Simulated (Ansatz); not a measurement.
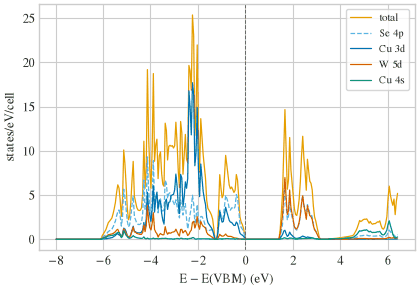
Figure: Total and projected density of states of Cu2WSe4 in space group I-42m (No. 121; Cu on 4c, W on 2a, Se on 8i), plane-wave PAW r²SCAN+D4 (Ansatz code)

Problem. Which orbitals carry the states next to the gap?

Solution. Top 1 eV of the valence band: Se 4p 60 %, Cu 3d 33 %. Bottom 1 eV of the conduction band: W 5d 46 %, Se 4p 39 %, Cu 3d 6 %, outside the projected shells 6 %. Projections are on Löwdin-orthogonalised atomic valence shells; empty p or d shells of many metals are not among them.

Problem. Where is the tallest occupied peak in this window, and what makes it?

Solution. Near -2.2 eV, about 25 states/eV per cell; the largest projected share is Cu 3d.

The first step of the workflow began from a Materials Project structure, measured or hypothetical; the Crystallography Open Database copy checked does not list it. Whether it is the stable phase at ambient conditions was not checked. The r²SCAN+D4 relaxation kept the symmetry of its start; its stability against distortions is not shown here. No spin polarisation was allowed. Spin–orbit coupling is left out wherever it is not named.

Potentials: the later of the program's two PAW sets.
